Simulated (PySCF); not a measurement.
# Silicon: the same states on changed settings

These states were run before on sound settings. What differs here: no relativity, point nucleus, unsound on purpose. What does it move?

The numbers are computed with PySCF 2.14.0 (unrestricted determinants in a Gaussian basis, no spin-orbit coupling in the energies), except any that are marked as measured or tabulated.

**1. What is computed**

* Element: silicon (Z = 14)
* Basis: jorge-DZP-DKH (7s4p1d, 24 functions)
* Hamiltonian: the non-relativistic Hamiltonian (point nucleus)
* State 1: Si: [Ne] 3s2 3p2, high-spin 3P determinant
* State 2: Si⁺: [Ne] 3s2 3p1, 2P determinant
* Methods: UHF, BP86, TPSS, MP2, CCSD(T)
* Core shells frozen in the correlated runs: valence: [Ne] (for Si)

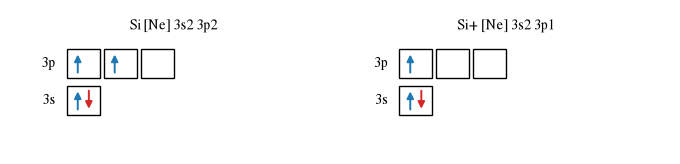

The shells outside the core, filled by Hund's rule for the drawing.

The sound run (jorge-DZP-DKH, the spin-free X2C one-electron Hamiltonian (Gaussian nucleus), symmetry-adapted start, fine grid, valence correlation) gave:

```csv
species,method,energy (hartree)
Si,UHF,-289.44986
Si,BP86,-290.00508
Si,TPSS,-289.99363
Si,MP2 (valence),-289.49563
Si,CCSD(T) (valence),-289.51556
Si⁺,UHF,-289.16977
Si⁺,BP86,-289.70234
Si⁺,TPSS,-289.69285
Si⁺,MP2 (valence),-289.20512
Si⁺,CCSD(T) (valence),-289.22392
```

The runs were made by one driver on top of PySCF. The scripts below sum up each run's settings (the driver also hands on starting orbitals that pick excited configurations, and frozen orbitals as a list rather than a count), and the logs come from the driver's own runs. The driver starts from symmetry-adapted Hartree-Fock orbitals, holds the occupation by maximum overlap and uses a logarithmic radial grid for functionals, so a plain start would take other cycles.

The driver's launch:

```console
$ OMP_NUM_THREADS=1 python atomrun2.py TASK.json OUT
```

The integrals over 24 functions and the set-up took 0.01 s of CPU time.

**2. Changed run, Si**

#### UHF

Contents of input.py:

```python
from pyscf import gto, scf, dft, mp, cc
import basis_set_exchange as bse
mol = gto.M(atom="Si 0 0 0", charge=0, spin=2, symmetry="D2h",
            basis=gto.basis.parse(bse.get_basis("jorge-DZP-DKH", elements=["Si"], fmt="nwchem", header=False)))
mf = scf.UHF(mol)
mf.irrep_nelec = {'Ag': (3, 3), 'B1u': (2, 1), 'B2u': (2, 1), 'B3u': (1, 1)}
mf.kernel()
```

The program printed:

```text
damping factor = 0
level_shift factor = 0
DIIS = <class 'pyscf.scf.diis.CDIIS'>
diis_start_cycle = 1
diis_space = 10
diis_damp = 0
SCF conv_tol = 1e-09
SCF conv_tol_grad = None
number electrons alpha = 8  beta = 6
cycle= 1 E= -288.767339802097  delta_E= -0.00308  |g|= 0.0193  |ddm|= 0.0602
cycle= 2 E= -288.767812410165  delta_E= -0.000473  |g|= 0.00763  |ddm|= 0.024
cycle= 3 E= -288.7679011592  delta_E= -8.87e-05  |g|= 0.000317  |ddm|= 0.016
cycle= 4 E= -288.767901354321  delta_E= -1.95e-07  |g|= 9.02e-05  |ddm|= 0.00156
cycle= 5 E= -288.767901369333  delta_E= -1.5e-08  |g|= 2.46e-05  |ddm|= 0.000522
cycle= 6 E= -288.767901370409  delta_E= -1.08e-09  |g|= 2.53e-06  |ddm|= 0.000169
cycle= 7 E= -288.767901370419  delta_E= -1.02e-11  |g|= 2.66e-07  |ddm|= 1.7e-05
converged SCF energy = -288.767901370419  <S^2> = 2.0108914  2S+1 = 3.0072522
```

Time after the integrals: 0.04 s (1 thread of Intel Xeon 6975P-C, shared host).

The occupied shells:

```csv
shell,electrons,mean orbital energy (eV),spread (eV),rms radius (bohr)
1s α,1,-1871.5,0,0.129
1s β,1,-1871.2,0,0.129
2s α,1,-167.42,0,0.615
2s β,1,-167.11,0,0.615
2p α,3,-115.99,0.300,0.600
2p β,3,-115.41,0.363,0.600
3s α,1,-16.774,0,2.38
3s β,1,-12.509,0,2.38
3p α,2,-8.138,0,2.95
```

⟨S²⟩ = 2.011, ⟨L²⟩ = 2.03.

#### BP86

Changes to input.py:

```diff
@@ -4,3 +4,3 @@
             basis=gto.basis.parse(bse.get_basis("jorge-DZP-DKH", elements=["Si"], fmt="nwchem", header=False)))
-mf = scf.UHF(mol)
+mf = dft.UKS(mol, xc="B88,P86")
 mf.irrep_nelec = {'Ag': (3, 3), 'B1u': (2, 1), 'B2u': (2, 1), 'B3u': (1, 1)}
```

The program printed:

```text
damping factor = 0
level_shift factor = 0
DIIS = <class 'pyscf.scf.diis.CDIIS'>
diis_start_cycle = 1
diis_space = 10
diis_damp = 0
SCF conv_tol = 1e-09
SCF conv_tol_grad = None
number electrons alpha = 8  beta = 6
XC functionals = B88,P86
    A. D. Becke.,  Phys. Rev. A 38, 3098 (1988)
    J. P. Perdew.,  Phys. Rev. B 33, 8822 (1986)
cycle= 1 E= -289.315954099872  delta_E= -0.00617  |g|= 0.0252  |ddm|= 0.142
cycle= 2 E= -289.316081093084  delta_E= -0.000127  |g|= 0.00745  |ddm|= 0.0397
cycle= 3 E= -289.316092519874  delta_E= -1.14e-05  |g|= 0.000292  |ddm|= 0.00938
cycle= 4 E= -289.316092649923  delta_E= -1.3e-07  |g|= 3.71e-05  |ddm|= 0.000747
cycle= 5 E= -289.316092651048  delta_E= -1.12e-09  |g|= 2.03e-05  |ddm|= 0.000136
cycle= 6 E= -289.316092651236  delta_E= -1.88e-10  |g|= 1.8e-07  |ddm|= 4.59e-05
converged SCF energy = -289.316092651236  <S^2> = 2.002792  2S+1 = 3.0018607
```

Time after the integrals: 0.11 s (1 thread of Intel Xeon 6975P-C, shared host).

#### TPSS

Changes to input.py:

```diff
@@ -4,3 +4,3 @@
             basis=gto.basis.parse(bse.get_basis("jorge-DZP-DKH", elements=["Si"], fmt="nwchem", header=False)))
-mf = dft.UKS(mol, xc="B88,P86")
+mf = dft.UKS(mol, xc="TPSS")
 mf.irrep_nelec = {'Ag': (3, 3), 'B1u': (2, 1), 'B2u': (2, 1), 'B3u': (1, 1)}
```

The program printed:

```text
damping factor = 0
level_shift factor = 0
DIIS = <class 'pyscf.scf.diis.CDIIS'>
diis_start_cycle = 1
diis_space = 10
diis_damp = 0
SCF conv_tol = 1e-09
SCF conv_tol_grad = None
number electrons alpha = 8  beta = 6
XC functionals = TPSS
    J. Tao, J. P. Perdew, V. N. Staroverov, and G. E. Scuseria.,  Phys. Rev. Lett. 91, 146401 (2003)
    J. P. Perdew, J. Tao, V. N. Staroverov, and G. E. Scuseria.,  J. Chem. Phys. 120, 6898 (2004)
    J. Tao, J. P. Perdew, V. N. Staroverov, and G. E. Scuseria.,  Phys. Rev. Lett. 91, 146401 (2003)
    J. P. Perdew, J. Tao, V. N. Staroverov, and G. E. Scuseria.,  J. Chem. Phys. 120, 6898 (2004)
cycle= 1 E= -289.308015790127  delta_E= -0.00426  |g|= 0.0188  |ddm|= 0.104
cycle= 2 E= -289.308118382292  delta_E= -0.000103  |g|= 0.00563  |ddm|= 0.028
cycle= 3 E= -289.308124142818  delta_E= -5.76e-06  |g|= 0.000582  |ddm|= 0.0038
cycle= 4 E= -289.308124484747  delta_E= -3.42e-07  |g|= 0.00017  |ddm|= 0.00117
cycle= 5 E= -289.308124497508  delta_E= -1.28e-08  |g|= 1.09e-05  |ddm|= 0.000399
cycle= 6 E= -289.308124497574  delta_E= -6.6e-11  |g|= 2.17e-07  |ddm|= 2.54e-05
converged SCF energy = -289.308124497574  <S^2> = 2.0045324  2S+1 = 3.0030201
```

Time after the integrals: 0.22 s (1 thread of Intel Xeon 6975P-C, shared host).

#### MP2 (valence)

Changes to input.py:

```diff
@@ -4,4 +4,5 @@
             basis=gto.basis.parse(bse.get_basis("jorge-DZP-DKH", elements=["Si"], fmt="nwchem", header=False)))
-mf = dft.UKS(mol, xc="TPSS")
+mf = scf.UHF(mol)
 mf.irrep_nelec = {'Ag': (3, 3), 'B1u': (2, 1), 'B2u': (2, 1), 'B3u': (1, 1)}
 mf.kernel()
+mp.UMP2(mf, frozen=5).kernel()
```

The driver printed no log here.

Time after the integrals: 0.01 s (1 thread of Intel Xeon 6975P-C, shared host).

With 4 electrons correlated, the MP2 correlation energy is -0.04580 hartree (-0.00777 same spin, -0.03803 opposite spin); the SCS form gives -0.04823. Largest pairs of shells: 3s-3p -0.0269, 3s-3s -0.0143, 3p-3p -0.0046.

#### CCSD(T) (valence)

Changes to input.py:

```diff
@@ -7,2 +7,3 @@
 mf.kernel()
-mp.UMP2(mf, frozen=5).kernel()
+mycc = cc.CCSD(mf, frozen=5).run()
+mycc.ccsd_t()
```

The program printed:

```text
CC2 = 0
CCSD nocc = (np.int64(3), np.int64(1)), nmo = (19, 19)
frozen orbitals [[0, 1, 2, 3, 4], [0, 1, 2, 3, 4]]
max_cycle = 100
direct = 0
conv_tol = 1e-08
conv_tol_normt = 1e-06
diis_space = 8
diis_start_cycle = 0
Init t2, MP2 energy = -0.0458017834988324
Init E_corr(UCCSD) = -0.0458017834988872
cycle = 1  E_corr(UCCSD) = -0.0586589064877222  dE = -0.012857123  norm(t1,t2) = 0.0553542
cycle = 2  E_corr(UCCSD) = -0.0624732720590112  dE = -0.00381436557  norm(t1,t2) = 0.0213619
cycle = 3  E_corr(UCCSD) = -0.0647280154131364  dE = -0.00225474335  norm(t1,t2) = 0.00983407
cycle = 4  E_corr(UCCSD) = -0.0647207753765533  dE = 7.24003658e-06  norm(t1,t2) = 0.00190234
cycle = 5  E_corr(UCCSD) = -0.0647444374797992  dE = -2.36621032e-05  norm(t1,t2) = 0.000313501
cycle = 6  E_corr(UCCSD) = -0.0647365173120449  dE = 7.92016775e-06  norm(t1,t2) = 4.34237e-05
cycle = 7  E_corr(UCCSD) = -0.0647398805729766  dE = -3.36326093e-06  norm(t1,t2) = 1.04368e-05
cycle = 8  E_corr(UCCSD) = -0.064739032484587  dE = 8.4808839e-07  norm(t1,t2) = 2.90396e-06
cycle = 9  E_corr(UCCSD) = -0.0647390949648806  dE = -6.24802936e-08  norm(t1,t2) = 3.91814e-07
cycle = 10  E_corr(UCCSD) = -0.0647390983746712  dE = -3.4097906e-09  norm(t1,t2) = 7.07366e-08
UCCSD converged
E(UCCSD) = -288.8326404687941  E_corr = -0.06473909837467119
UCCSD(T) correction = -0.00106500135567414
```

Time after the integrals: 0.08 s (1 thread of Intel Xeon 6975P-C, shared host).

CCSD correlation -0.06474 hartree, triples -0.00107; total -288.833705. T1 = 0.010, largest double amplitude 0.106.

**3. Changed run, Si⁺**

#### UHF

Contents of input.py:

```python
from pyscf import gto, scf, dft, mp, cc
import basis_set_exchange as bse
mol = gto.M(atom="Si 0 0 0", charge=1, spin=1, symmetry="D2h",
            basis=gto.basis.parse(bse.get_basis("jorge-DZP-DKH", elements=["Si"], fmt="nwchem", header=False)))
mf = scf.UHF(mol)
mf.irrep_nelec = {'Ag': (3, 3), 'B1u': (1, 1), 'B2u': (2, 1), 'B3u': (1, 1)}
mf.kernel()
```

The program printed:

```text
damping factor = 0
level_shift factor = 0
DIIS = <class 'pyscf.scf.diis.CDIIS'>
diis_start_cycle = 1
diis_space = 10
diis_damp = 0
SCF conv_tol = 1e-09
SCF conv_tol_grad = None
number electrons alpha = 7  beta = 6
cycle= 1 E= -288.486672806651  delta_E= -0.00359  |g|= 0.0211  |ddm|= 0.0695
cycle= 2 E= -288.487234063769  delta_E= -0.000561  |g|= 0.00845  |ddm|= 0.0278
cycle= 3 E= -288.487342514192  delta_E= -0.000108  |g|= 0.000396  |ddm|= 0.019
cycle= 4 E= -288.487342818873  delta_E= -3.05e-07  |g|= 7.34e-05  |ddm|= 0.00183
cycle= 5 E= -288.487342826875  delta_E= -8e-09  |g|= 1.6e-05  |ddm|= 0.000394
cycle= 6 E= -288.487342827153  delta_E= -2.79e-10  |g|= 2.54e-06  |ddm|= 8.27e-05
converged SCF energy = -288.487342827153  <S^2> = 0.76259731  2S+1 = 2.0125579
```

Time after the integrals: 0.04 s (1 thread of Intel Xeon 6975P-C, shared host).

The occupied shells:

```csv
shell,electrons,mean orbital energy (eV),spread (eV),rms radius (bohr)
1s α,1,-1881.4,0,0.129
1s β,1,-1881.2,0,0.129
2s α,1,-177.15,0,0.615
2s β,1,-176.95,0,0.615
2p α,3,-125.60,0.383,0.600
2p β,3,-125.23,0.450,0.600
3s α,1,-24.050,0,2.25
3s β,1,-21.660,0,2.25
3p α,1,-16.152,0,2.69
```

⟨S²⟩ = 0.763, ⟨L²⟩ = 2.04.

#### BP86

Changes to input.py:

```diff
@@ -4,3 +4,3 @@
             basis=gto.basis.parse(bse.get_basis("jorge-DZP-DKH", elements=["Si"], fmt="nwchem", header=False)))
-mf = scf.UHF(mol)
+mf = dft.UKS(mol, xc="B88,P86")
 mf.irrep_nelec = {'Ag': (3, 3), 'B1u': (1, 1), 'B2u': (2, 1), 'B3u': (1, 1)}
```

The program printed:

```text
damping factor = 0
level_shift factor = 0
DIIS = <class 'pyscf.scf.diis.CDIIS'>
diis_start_cycle = 1
diis_space = 10
diis_damp = 0
SCF conv_tol = 1e-09
SCF conv_tol_grad = None
number electrons alpha = 7  beta = 6
XC functionals = B88,P86
    A. D. Becke.,  Phys. Rev. A 38, 3098 (1988)
    J. P. Perdew.,  Phys. Rev. B 33, 8822 (1986)
cycle= 1 E= -289.012777090626  delta_E= -0.00591  |g|= 0.0262  |ddm|= 0.142
cycle= 2 E= -289.012865475006  delta_E= -8.84e-05  |g|= 0.0101  |ddm|= 0.0187
cycle= 3 E= -289.01287637129  delta_E= -1.09e-05  |g|= 0.00073  |ddm|= 0.00385
cycle= 4 E= -289.01287660408  delta_E= -2.33e-07  |g|= 0.000127  |ddm|= 0.00134
cycle= 5 E= -289.01287661181  delta_E= -7.73e-09  |g|= 3.47e-06  |ddm|= 0.000296
cycle= 6 E= -289.012876611818  delta_E= -8.58e-12  |g|= 9.21e-08  |ddm|= 9e-06
converged SCF energy = -289.012876611818  <S^2> = 0.75335341  2S+1 = 2.0033506
```

Time after the integrals: 0.11 s (1 thread of Intel Xeon 6975P-C, shared host).

#### TPSS

Changes to input.py:

```diff
@@ -4,3 +4,3 @@
             basis=gto.basis.parse(bse.get_basis("jorge-DZP-DKH", elements=["Si"], fmt="nwchem", header=False)))
-mf = dft.UKS(mol, xc="B88,P86")
+mf = dft.UKS(mol, xc="TPSS")
 mf.irrep_nelec = {'Ag': (3, 3), 'B1u': (1, 1), 'B2u': (2, 1), 'B3u': (1, 1)}
```

The program printed:

```text
damping factor = 0
level_shift factor = 0
DIIS = <class 'pyscf.scf.diis.CDIIS'>
diis_start_cycle = 1
diis_space = 10
diis_damp = 0
SCF conv_tol = 1e-09
SCF conv_tol_grad = None
number electrons alpha = 7  beta = 6
XC functionals = TPSS
    J. Tao, J. P. Perdew, V. N. Staroverov, and G. E. Scuseria.,  Phys. Rev. Lett. 91, 146401 (2003)
    J. P. Perdew, J. Tao, V. N. Staroverov, and G. E. Scuseria.,  J. Chem. Phys. 120, 6898 (2004)
    J. Tao, J. P. Perdew, V. N. Staroverov, and G. E. Scuseria.,  Phys. Rev. Lett. 91, 146401 (2003)
    J. P. Perdew, J. Tao, V. N. Staroverov, and G. E. Scuseria.,  J. Chem. Phys. 120, 6898 (2004)
cycle= 1 E= -289.006755076148  delta_E= -0.00437  |g|= 0.0187  |ddm|= 0.11
cycle= 2 E= -289.006836188067  delta_E= -8.11e-05  |g|= 0.00683  |ddm|= 0.0166
cycle= 3 E= -289.00684228989  delta_E= -6.1e-06  |g|= 0.00068  |ddm|= 0.00348
cycle= 4 E= -289.00684258903  delta_E= -2.99e-07  |g|= 0.000103  |ddm|= 0.00109
cycle= 5 E= -289.006842592851  delta_E= -3.82e-09  |g|= 2.95e-06  |ddm|= 0.000221
cycle= 6 E= -289.006842592855  delta_E= -3.13e-12  |g|= 5.75e-08  |ddm|= 6.05e-06
converged SCF energy = -289.006842592855  <S^2> = 0.75546677  2S+1 = 2.0054593
```

It took 0.28 s on 1 thread of Intel Xeon 6975P-C, shared host, the integrals not counted.

#### MP2 (valence)

Changes to input.py:

```diff
@@ -4,4 +4,5 @@
             basis=gto.basis.parse(bse.get_basis("jorge-DZP-DKH", elements=["Si"], fmt="nwchem", header=False)))
-mf = dft.UKS(mol, xc="TPSS")
+mf = scf.UHF(mol)
 mf.irrep_nelec = {'Ag': (3, 3), 'B1u': (1, 1), 'B2u': (2, 1), 'B3u': (1, 1)}
 mf.kernel()
+mp.UMP2(mf, frozen=5).kernel()
```

The driver printed no log here.

Time after the integrals: 0.01 s (1 thread of Intel Xeon 6975P-C, shared host).

With 3 electrons correlated, the MP2 correlation energy is -0.03539 hartree (-0.00229 same spin, -0.03311 opposite spin); the SCS form gives -0.04049. Largest pairs of shells: 3s-3s -0.0205, 3s-3p -0.0148, 3p-3p 0.0000.

#### CCSD(T) (valence)

Changes to input.py:

```diff
@@ -7,2 +7,3 @@
 mf.kernel()
-mp.UMP2(mf, frozen=5).kernel()
+mycc = cc.CCSD(mf, frozen=5).run()
+mycc.ccsd_t()
```

The program printed:

```text
CC2 = 0
CCSD nocc = (np.int64(2), np.int64(1)), nmo = (19, 19)
frozen orbitals [[0, 1, 2, 3, 4], [0, 1, 2, 3, 4]]
max_cycle = 100
direct = 0
conv_tol = 1e-08
conv_tol_normt = 1e-06
diis_space = 8
diis_start_cycle = 0
Init t2, MP2 energy = -0.035393491905762
Init E_corr(UCCSD) = -0.0353934919118589
cycle = 1  E_corr(UCCSD) = -0.0467475089234082  dE = -0.011354017  norm(t1,t2) = 0.0565187
cycle = 2  E_corr(UCCSD) = -0.0507667345068615  dE = -0.00401922558  norm(t1,t2) = 0.0240643
cycle = 3  E_corr(UCCSD) = -0.0536155733005314  dE = -0.00284883879  norm(t1,t2) = 0.0111865
cycle = 4  E_corr(UCCSD) = -0.053596666912987  dE = 1.89063875e-05  norm(t1,t2) = 0.00144555
cycle = 5  E_corr(UCCSD) = -0.0536210723112568  dE = -2.44053983e-05  norm(t1,t2) = 0.00017202
cycle = 6  E_corr(UCCSD) = -0.0536125753188023  dE = 8.49699245e-06  norm(t1,t2) = 3.12055e-05
cycle = 7  E_corr(UCCSD) = -0.0536163296226903  dE = -3.75430389e-06  norm(t1,t2) = 1.09568e-05
cycle = 8  E_corr(UCCSD) = -0.0536154242950826  dE = 9.05327608e-07  norm(t1,t2) = 3.1419e-06
cycle = 9  E_corr(UCCSD) = -0.0536154614872771  dE = -3.71921945e-08  norm(t1,t2) = 2.38199e-07
cycle = 10  E_corr(UCCSD) = -0.0536154616675121  dE = -1.80235042e-10  norm(t1,t2) = 4.13422e-08
UCCSD converged
E(UCCSD) = -288.540958288821  E_corr = -0.05361546166751213
UCCSD(T) correction = -0.000680868307258728
```

Time after the integrals: 0.11 s (1 thread of Intel Xeon 6975P-C, shared host).

CCSD correlation -0.05362 hartree, triples -0.00068; total -288.541639. T1 = 0.012, largest double amplitude 0.109.

**4. What moved**

```csv
species,method,converged,energy less sound run (eV)
Si,UHF,yes,+18.5569
Si,BP86,yes,+18.7483
Si,TPSS,yes,+18.6534
Si,MP2 (valence),yes,+18.5563
Si,CCSD(T) (valence),yes,+18.5543
Si⁺,UHF,yes,+18.5699
Si⁺,BP86,yes,+18.7613
Si⁺,TPSS,yes,+18.6672
Si⁺,MP2 (valence),yes,+18.5687
Si⁺,CCSD(T) (valence),yes,+18.5659
```

Ionisation energy of Si:

```csv
method,sound run (eV),changed run (eV),shift (eV)
UHF,7.621,7.634,+0.013
BP86,8.238,8.251,+0.013
TPSS,8.185,8.198,+0.014
MP2,7.905,7.918,+0.012
SCS-MP2,7.832,7.845,+0.012
CCSD,7.925,7.937,+0.012
CCSD(T),7.936,7.948,+0.012
```

**5. Results**

| quantity | value |
| --- | --- |
| change | no relativity, point nucleus |
| runs converged | 10 of 10 |
| largest shift of a converged total energy | 18.8 eV |
| largest shift of the ionisation energy | +0.014 eV (TPSS) |

The ionisation energy moves by up to 0.01 eV, at TPSS. Most of the change in total energy is the relativistic energy itself. On top of that the contraction fixes the core shape for the Hamiltonian it was made with, so the changed run is not a good calculation with the other Hamiltonian either. The setting is unsound on purpose, so these numbers are no properties of the atom.
